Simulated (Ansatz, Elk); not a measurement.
# How far do independent atoms describe Zn2Si3Ni?

Structure refinements treat a crystal as free atoms side by side. For a made-up structure of Zn2Si3Ni (cell and positions from a PBE relaxation) the runs below show what the calculated density changes in F(hkl).

Calculated with Elk 11.2.3 (patched build); DFT, PBE, all-electron APW+lo, Dirac cores, scalar-relativistic bands, static density, no spin.

The structure was built from a prototype and need not be the compound's stable phase.

## Step 1: Starting point

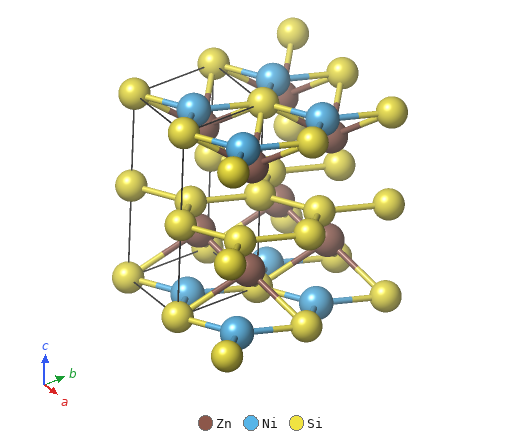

The starting structure, seen slightly off an axis (zinc brown, nickel blue, silicon yellow). 2×2×1 cells are drawn. Bonds to atoms that aren't drawn are left out. Some periodic images of atoms are drawn too.

## Step 2: Ground state and structure factors

An all-electron density is needed, since X-rays see the cores too. Task 0 finds the density and task 195 Fourier-transforms it; tshift is off so that phases refer to the origin typed.

Contents of elk.in:

```
tasks
  0
  195

xctype
  20

spinpol
  .false.

rgkmax
  7.0

gmaxvr
  14.0

lmaxo
  7

lmaxapw
  8

swidth
  0.002

tshift
  .false.

ramdisk
  .false.

hmaxvr
  5.5

maxscl
  120

epspot
  1e-06

sppath
  './'

avec
  7.72452257285 0.00000000000 0.00000000000
  -3.86226128642 6.68963278019 0.00000000000
  0.00000000000 0.00000000000 11.52541072412

atoms
  3
  'Zn.in'
  2
  0.3333333333 0.6666666667 0.7818060405   0.000000 0.000000 0.000000
  0.3333333333 0.6666666667 0.2181939595   0.000000 0.000000 0.000000
  'Ni.in'
  1
  0.6666666667 0.3333333333 0.0000000000   0.000000 0.000000 0.000000
  'Si.in'
  3
  0.0000000000 0.0000000000 0.5000000000   0.000000 0.000000 0.000000
  -0.0000000000 -0.0000000000 0.0000000000   0.000000 0.000000 0.000000
  0.6666666667 0.3333333333 0.5000000000   0.000000 0.000000 0.000000

ngridk
  6 6 4
```

Started as:

```sh
> OMP_NUM_THREADS=4 elk
```

Numbers of over 12 decimals in the logs are rounded to 6 here.

The log of the run:

```text
┌─────────────────────────┐
│ Elk code version 11.2.3 │
└─────────────────────────┘

All units are atomic (Hartree, Bohr, etc.)

┌─────────────────────────────────────────────────┐
│ Ground-state run starting from atomic densities │
└─────────────────────────────────────────────────┘

Lattice vectors :
   7.724522573       0.000000000       0.000000000
  -3.862261286       6.689632780       0.000000000
   0.000000000       0.000000000       11.52541072

Reciprocal lattice vectors :
  0.8134075922      0.4696210923      -0.000000000
   0.000000000      0.9392421847       0.000000000
   0.000000000      -0.000000000      0.5451593403

Unit cell volume      :    595.5666026
Brillouin zone volume :   0.4164944984

Muffin-tin inner radius fraction :   0.1000000000E-01

Nuclei treated as point charges

Species : 1 (Zn)
 parameters loaded from : Zn.in
 name : zinc
 nuclear charge    :   -30.00000000
 electronic charge :    30.00000000
 atomic mass :    119233.3130
 muffin-tin radius :    2.400000000
 number of radial points in muffin-tin :    993
 inner part over the whole radius :   0.9843840322E-02
 number on inner part of muffin-tin    :    701
 approximate nuclear radius :   0.7484757725E-04
 number of mesh points to nuclear radius :    337
 atomic positions (lattice), magnetic fields (Cartesian) :
  1 :   0.33333333  0.66666667  0.78180604    0.00000000  0.00000000  0.00000000
  2 :   0.33333333  0.66666667  0.21819396    0.00000000  0.00000000  0.00000000

Species : 2 (Ni)
 parameters loaded from : Ni.in
 name : nickel
 nuclear charge    :   -28.00000000
 electronic charge :    28.00000000
 atomic mass :    106991.5231
 muffin-tin radius :    2.300741837
 number of radial points in muffin-tin :    993
 inner part over the whole radius :   0.9911394540E-02
 number on inner part of muffin-tin    :    700
 approximate nuclear radius :   0.7325707712E-04
 number of mesh points to nuclear radius :    335
 atomic positions (lattice), magnetic fields (Cartesian) :
  1 :   0.66666667  0.33333333  0.00000000    0.00000000  0.00000000  0.00000000

Species : 3 (Si)
 parameters loaded from : Si.in
 name : silicon
 nuclear charge    :   -14.00000000
 electronic charge :    14.00000000
 atomic mass :    51196.73458
 muffin-tin radius :    2.109013350
 number of radial points in muffin-tin :    793
 inner part over the whole radius :   0.9836695479E-02
 number on inner part of muffin-tin    :    552
 approximate nuclear radius :   0.5963282101E-04
 number of mesh points to nuclear radius :    247
 atomic positions (lattice), magnetic fields (Cartesian) :
  1 :   0.00000000  0.00000000  0.50000000    0.00000000  0.00000000  0.00000000
  2 :   0.00000000  0.00000000  0.00000000    0.00000000  0.00000000  0.00000000
  3 :   0.66666667  0.33333333  0.50000000    0.00000000  0.00000000  0.00000000

Total number of atoms per unit cell :    6
Total muffin-tin volume :    284.7081087
 ratio of muffin-tin to unit cell volume :   0.4780457928

Spin treatment :
 spin-unpolarised

Number of Bravais lattice symmetries :   24
Number of crystal symmetries         :   12
Crystal has no inversion symmetry
Complex Hermitian eigensolver will be used

k-point grid :      6     6     4
k-point offset :    0.000000000       0.000000000       0.000000000
k-point set is reduced with full crystal symmetry group
Total number of k-points :       30

Muffin-tin radius times maximum |G+k| :    7.000000000
 using average radius
Maximum |G+k| for APW functions       :    3.127843478
Maximum (1/2)|G+k|²                   :    4.891702411
Maximum |G| for potential and density :    14.00000000
Constant for pseudocharge density :    8
 order of it for each species :   15  15  15
 order of it for pair densities of each species (exact exchange by exxq0 0: 16) :   11  10   8
Radial integration step length :    1

G-vector grid sizes :     35    35    54
Number of G-vectors :    27567

Maximum angular momentum used for
 APW functions            :    8
 outer part of muffin-tin :    7
[...]
correlation                 :     -5.941208
 electron entropic           :    -0.36309457100862E-03
 total energy                :     -5983.5137806862

Density of states at Fermi energy :    23.81659876
 (states/Hartree/unit cell)

Estimated indirect band gap :   0.5706947517E-02
 from k-point 12 to k-point 2
Estimated direct band gap   :   0.1140999515E-01
 at k-point 2

Charges :
 core                        :    66.00000000
 valence                     :    64.00000000
 interstitial                :    8.838867078
 muffin-tins (core leakage)
  species : 1 (Zn)
[...]
species : 2 (Ni)
[...]
species : 3 (Si)
[...]
total in muffin-tins        :    121.1611329
 total calculated charge     :    129.9926624
 total charge                :    130.0000000
 error                       :   0.7337592382E-02

RMS change in Kohn-Sham potential (target) :   0.5870434196     (  0.1000000000E-05)
Absolute change in total energy (target)   :   0.3345958808E-01 (  0.1000000000E-03)

[... loops 3 to 17 left out ...]

┌──────────────────┐
│ Loop number : 18 │
└──────────────────┘

Energies :
 Fermi                       :     0.288894
 sum of occupied eigenvalues :     -3399.9852146226
 electron kinetic            :      6075.5859391144
 core electron kinetic       :      5474.2039165037
 Coulomb                     :     -11789.084816574
 Coulomb potential           :     -9125.6586806906
 nuclear-nuclear             :     -906.81337940785
 electron-nuclear            :     -12663.700348928
 Hartree                     :      1781.4289117616
 Madelung                    :     -7226.2554762288
 xc potential                :     -349.91247304641
 exchange                    :     -263.67057137767
 correlation                 :     -5.941216
 electron entropic           :    -0.14102068201632E-02
 total energy                :     -5983.1120749525

Density of states at Fermi energy :    116.1636068
 (states/Hartree/unit cell)

Estimated indirect band gap :   0.7193938244E-03
 from k-point 24 to k-point 7
Estimated direct band gap   :   0.1062438378E-01
 at k-point 9

Charges :
 core                        :    66.00000000
 valence                     :    64.00000000
 interstitial                :    9.054433555
 muffin-tins (core leakage)
  species : 1 (Zn)
[...]
species : 2 (Ni)
[...]
species : 3 (Si)
[...]
total in muffin-tins        :    120.9455664
 total calculated charge     :    129.9928673
 total charge                :    130.0000000
 error                       :   0.7132714743E-02

RMS change in Kohn-Sham potential (target) :   0.6954702135E-06 (  0.1000000000E-05)
Absolute change in total energy (target)   :   0.5308696291E-04 (  0.1000000000E-03)

Convergence targets achieved

┌──────────────────┐
│ Loop number : 19 │
└──────────────────┘

Energies :
 Fermi                       :     0.288894
 sum of occupied eigenvalues :     -3399.9852063080
 electron kinetic            :      6075.5859724122
 core electron kinetic       :      5474.2039190579
 Coulomb                     :     -11789.084842625
 Coulomb potential           :     -9125.6586411364
 nuclear-nuclear             :     -906.81337940785
 electron-nuclear            :     -12663.700440669
 Hartree                     :      1781.4289774520
 Madelung                    :     -7226.2555220571
 xc potential                :     -349.91253758381
 exchange                    :     -263.67057388580
 correlation                 :     -5.941216
 electron entropic           :    -0.14102068534758E-02
 total energy                :     -5983.1120702411

Density of states at Fermi energy :    116.1634840
 (states/Hartree/unit cell)

Estimated indirect band gap :   0.7194354383E-03
 from k-point 24 to k-point 7
Estimated direct band gap   :   0.1062428026E-01
 at k-point 9

Charges :
 core                        :    66.00000000
 valence                     :    64.00000000
 interstitial                :    9.054432359
 muffin-tins (core leakage)
  species : 1 (Zn)
[...]
species : 2 (Ni)
[...]
species : 3 (Si)
   atom 1                    :    11.99754239     (  0.2119308748E-02)
   atom 2                    :    11.96644543     (  0.2101180823E-02)
   atom 3                    :    11.98029393     (  0.2111868790E-02)
 total in muffin-tins        :    120.9455676
 total calculated charge     :    129.9928673
 total charge                :    130.0000000
 error                       :   0.7132714945E-02

┌──────────────────────────────┐
│ Self-consistent loop stopped │
└──────────────────────────────┘

Warning : core states of species 2 leak from the muffin-tin :   0.4770556470E-03

Warning : core states of species 3 leak from the muffin-tin :   0.2119308748E-02

Wrote STATE.OUT
```

Wall time 38 s (4 threads of AMD EPYC 7B13 (Zen 3), shared host); peak memory 0.21 GiB; 1.9 min of CPU time.

SFACRHO.OUT:

```text

h k l indices transformed by vhmat matrix:
   1.000000000       0.000000000       0.000000000    
   0.000000000       1.000000000       0.000000000    
   0.000000000       0.000000000       1.000000000    

      h      k      l  multipl.   |H|            Re(F)            Im(F)           |F|

      0      0      0      1   0.0000000       130.00000      0.15173599E-16   130.00000    
      0      0     -1      2  0.54515934       25.261651     -0.27446232E-14   25.261651    
      1      0      0      3  0.93924218      -21.983862       14.788462       26.495071    
      0      1      0      3  0.93924218      -21.983862      -14.788462       26.495071    
     -1      1     -1      6   1.0859901      -11.667069      -2.6030755       11.953932    
      1     -1     -1      6   1.0859901      -11.667069       2.6030755       11.953932    
      0      0      2      2   1.0903187       8.3512799     -0.13389820E-13   8.3512799    
      0     -1     -2      6   1.4390868       24.946037      -64.331712       68.999086    
     -1      0     -2      6   1.4390868       24.946037       64.331712       68.999086    
     -1      2      0      6   1.6268152       91.890055      0.98715519E-08   91.890055    
      0      0     -3      2   1.6354780      -13.840491     -0.58082626E-13   13.840491    
     -2      1      1     12   1.7157291       20.071593     -0.16507006E-08   20.071593    
     -2      2      0      3   1.8784844      -18.354712      -12.992777       22.487946    
     -2      0      0      3   1.8784844      -18.354712       12.992777       22.487946    
      1     -1      3      6   1.8859916       6.5832485       29.901645       30.617765    
      1      0     -3      6   1.8859916       6.5832485      -29.901645       30.617765    
      2     -2      1      6   1.9559914      -9.3873194      -2.1154946       9.6227378    
     -2      2     -1      6   1.9559914      -9.3873194       2.1154946       9.6227378
```

Elk indexes on the primitive cell of elk.in and gives |H| = 4π sin θ/λ in inverse bohr. Below, one row stands for each form hkl of the conventional cell (m members, Friedel mates merged), F is for one primitive cell and the density is static (no thermal factor). Free-atom factors are Waasmaier and Kirfel's, and R is Σm||F|−|F'||/Σm|F|.

```tsv
hkl	m	sin θ/λ (Å⁻¹)	abs F, DFT	neutral atoms	diff.	abs of complex diff.
001	2	0.082	25.262	25.119	+0.142	0.142
100	6	0.141	26.495	26.845	-0.350	0.467
101	12	0.163	11.954	11.862	+0.092	0.146
002	2	0.164	8.351	7.584	+0.768	0.768
102	12	0.216	68.999	69.304	-0.305	0.309
110	6	0.245	91.890	92.747	-0.857	0.857
003	2	0.246	13.841	13.917	-0.077	0.077
111	12	0.258	20.072	20.189	-0.117	0.117
200	6	0.282	22.488	22.446	+0.042	0.046
103	12	0.284	30.618	30.909	-0.291	0.294
201	12	0.294	9.623	9.660	-0.037	0.151
112	12	0.294	5.226	5.218	+0.008	0.008
202	12	0.327	57.490	57.959	-0.469	0.470
004	2	0.328	68.984	69.121	-0.136	0.136
113	12	0.347	12.080	12.141	-0.061	0.061
104	12	0.357	10.051	10.200	-0.149	0.158
210	12	0.374	18.651	18.781	-0.130	0.143
203	12	0.374	26.082	26.150	-0.068	0.073
```

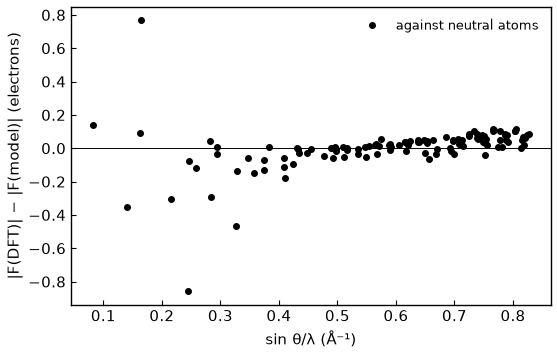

Difference between the calculated structure factors and the independent-atom ones.

## Step 3: The highest occupied states alone

An energy window below the Fermi level keeps the highest occupied states, to see at which angles they scatter; shallow core shells can lie inside it and anion s states outside. No new self-consistency is needed.

elk.in, as its differences from that of step 2:

```diff
@@ -1,3 +1,2 @@
 tasks
-  0
   195
@@ -40,2 +39,5 @@
 
+wsfac
+  -0.078600 0.588890
+
 sppath
```

Started as:

```sh
> OMP_NUM_THREADS=4 elk
```

The log of the run:

```text
┌─────────────────────────────────┐
│ Elk code version 11.2.3 started │
└─────────────────────────────────┘

Info(readinput): the functional depends on the density's gradient
 muffin-tin radial points multiplied by    2.00000
 (not where nrmtscf is given)

┌────────────────────┐
│ Current task : 195 │
└────────────────────┘
Info(checkmt): changed muffin-tin radius of species 2 (Ni) from   2.4000 to   2.3007
Info(checkmt): changed muffin-tin radius of species 3 (Si) from   2.2000 to   2.1090

Info(sfacrho): density structure factors written to SFACRHO.OUT

 Energy window :  -0.7860000000E-01  0.5888900000

┌──────────────────┐
│ Elk code stopped │
└──────────────────┘
```

The job ended after 8.4 s (4 threads; peak memory 0.16 GiB).

States within 10 eV below the Fermi level hold 43.74 electrons; any levels below the window count with the cores, and a count that is not whole means the window cuts a band. Their amplitudes can exceed the total, where window and core parts have opposite phase:

```tsv
hkl	sin θ/λ (Å⁻¹)	abs F, window	abs F, all
001	0.082	11.122	25.262
100	0.141	13.478	26.495
101	0.163	5.033	11.954
002	0.164	5.926	8.351
102	0.216	16.830	68.999
110	0.245	17.786	91.890
003	0.246	2.563	13.841
111	0.258	7.015	20.072
200	0.282	10.362	22.488
103	0.284	9.231	30.618
```

## Step 4: Another functional

The difference from free atoms is small, so it is set against the change that LDA (Perdew-Wang) makes.

elk.in, as its differences from that of step 3:

```diff
@@ -1,2 +1,3 @@
 tasks
+  0
   195
@@ -4,3 +5,3 @@
 xctype
-  20
+  3
 
@@ -39,5 +40,2 @@
 
-wsfac
-  -0.078600 0.588890
-
 sppath
```

Started as:

```sh
> OMP_NUM_THREADS=4 elk
```

The log of the run:

```text
┌─────────────────────────┐
│ Elk code version 11.2.3 │
└─────────────────────────┘

All units are atomic (Hartree, Bohr, etc.)

┌─────────────────────────────────────────────────┐
│ Ground-state run starting from atomic densities │
└─────────────────────────────────────────────────┘

Lattice vectors :
   7.724522573       0.000000000       0.000000000
  -3.862261286       6.689632780       0.000000000
   0.000000000       0.000000000       11.52541072

Reciprocal lattice vectors :
  0.8134075922      0.4696210923      -0.000000000
[...]
species : 3 (Si)
[...]
atom 2                    :    11.97095747     (  0.2144419000E-02)
   atom 3                    :    11.99029106     (  0.2156064987E-02)
 total in muffin-tins        :    121.0514795
 total calculated charge     :    129.9927016
 total charge                :    130.0000000
 error                       :   0.7298400432E-02

┌──────────────────────────────┐
│ Self-consistent loop stopped │
└──────────────────────────────┘

Warning : core states of species 2 leak from the muffin-tin :   0.4987649596E-03

Warning : core states of species 3 leak from the muffin-tin :   0.2164734588E-02

Wrote STATE.OUT
[key lines of the parts left out:]
total energy                :     -5972.3519033382
```

Run time: 23 s. Hardware: 4 threads; peak memory 0.16 GiB; 71 s of CPU time.

Against the first run R = 0.09 %; the largest change is -0.086 at 300.

## Step 5: A coarser k-mesh

About half the k-points along each axis test the sampling.

elk.in, as its differences from that of step 4:

```diff
@@ -5,3 +5,3 @@
 xctype
-  3
+  20
 
@@ -64,2 +64,2 @@
 ngridk
-  6 6 4
+  3 3 2
```

Started as:

```sh
> OMP_NUM_THREADS=4 elk
```

The log of the run:

```text
┌─────────────────────────┐
│ Elk code version 11.2.3 │
└─────────────────────────┘

All units are atomic (Hartree, Bohr, etc.)

┌─────────────────────────────────────────────────┐
│ Ground-state run starting from atomic densities │
└─────────────────────────────────────────────────┘

Lattice vectors :
   7.724522573       0.000000000       0.000000000
  -3.862261286       6.689632780       0.000000000
   0.000000000       0.000000000       11.52541072

Reciprocal lattice vectors :
  0.8134075922      0.4696210923      -0.000000000
[...]
species : 3 (Si)
[...]
atom 2                    :    11.95889823     (  0.2097584423E-02)
   atom 3                    :    11.98429788     (  0.2114143036E-02)
 total in muffin-tins        :    120.9363360
 total calculated charge     :    129.9928765
 total charge                :    130.0000000
 error                       :   0.7123547031E-02

┌──────────────────────────────┐
│ Self-consistent loop stopped │
└──────────────────────────────┘

Warning : core states of species 2 leak from the muffin-tin :   0.4769121457E-03

Warning : core states of species 3 leak from the muffin-tin :   0.2129385830E-02

Wrote STATE.OUT
[key lines of the parts left out:]
total energy                :     -5983.1263764114
```

Run time: 20 s. Hardware: 4 threads; peak memory 0.19 GiB.

Against the first run R = 0.05 %; the largest change is -0.079 at 001.

## Step 6: Settings against the effect

```tsv
run	R against the first run (%)	R against neutral atoms, low angle (%)	wall time
PBE, rgkmax 7	0.00	0.73	38 s
LDA (Perdew-Wang)	0.09	0.75	23 s
k-mesh 3×3×2	0.05	0.71	20 s
```

## Step 7: What came out

```yaml
r_against_neutral_atoms_sin_theta_lambda_0p3_a_minus1: 0.73 %
r_against_neutral_atoms_0p3_to_0p83_a_minus1: 0.26 %
```

In words: Independent neutral atoms miss the calculated amplitudes by R = 0.73 % below 0.3 Å⁻¹ and 0.26 % from there to 0.83 Å⁻¹; by shells, 1.14 % below 0.15 Å⁻¹ (2 forms), 0.69 % 0.15 to 0.3 (10 forms), 0.30 % 0.3 to 0.45 (15 forms), 0.25 % above 0.45 (91 forms). Bonding, aspherical density and the tables' own atoms all enter these figures, and the runs don't part them. The largest change of an amplitude is -0.86 electrons, at 110. R counts amplitudes alone; phases shift too. The window's part falls from 43.7 electrons at the origin to at most 7.14 between 0.45 and 0.83 Å⁻¹, where compact states inside the window still scatter. Below 0.3 Å⁻¹ the changes that finished (LDA (Perdew-Wang) and k-mesh 3×3×2) move F by R = 0.06 % at most, against the 0.73 % that separates it from free atoms. The basis has no finished test. These runs have no spin, though d or f shells may be open. Part of the difference isn't bonding: the tables are fits to free atoms and ions calculated by other methods than this functional. Thermal motion, anomalous dispersion and extinction are left out.

[Logs are printed without paths, hosts, clocks, repeated set-up lines and the standing remarks that a program may print on its own settings, such as how far it seeks lower states.]

[Hosts, paths, dates, database ids (printed as entryN), source tags and the programs' standing remarks are cut or masked in the printed files.]
